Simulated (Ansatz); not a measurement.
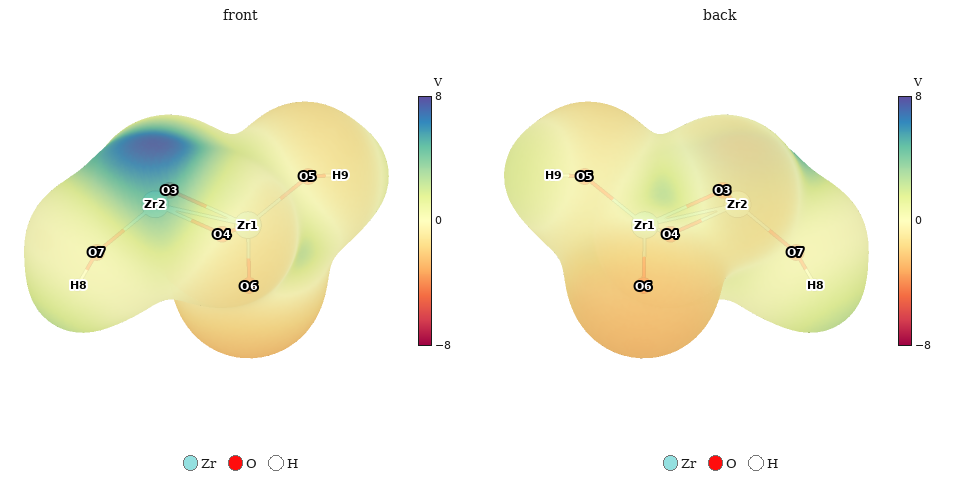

H$_{2}$O$_{5}$Zr$_{2}$. The electrostatic potential painted on the density surface at 0.001 e/bohr³, seen from the front and from behind; the colour scale runs from red (negative) to blue (positive).

Geometry: B3LYP-D4/def2-SVP; core potentials replace the inner electrons of Zr.

These are results of RKS PBE0-D4/def2-TZVP in Ansatz 0.2.0, not measurements.

```tsv
atom	x (Å)	y (Å)	z (Å)
Zr	0.1991	-1.2195	-0.0804
Zr	0.1932	1.8390	-0.2360
O	-0.5460	0.4543	-1.2406
O	0.9889	0.5646	0.8667
O	1.5018	-2.4276	-0.9680
O	-1.0608	-2.0123	0.8787
O	-1.0937	3.0034	0.6407
H	-1.8633	3.1673	1.1935
H	1.6808	-3.3692	-1.0547
```

**Describe the electrostatic potential map.**

The most negative region (about −2.6 V) lies over O6, the most positive (about +7.2 V) over Zr2. O6 is the likeliest acceptor of a hydrogen bond.
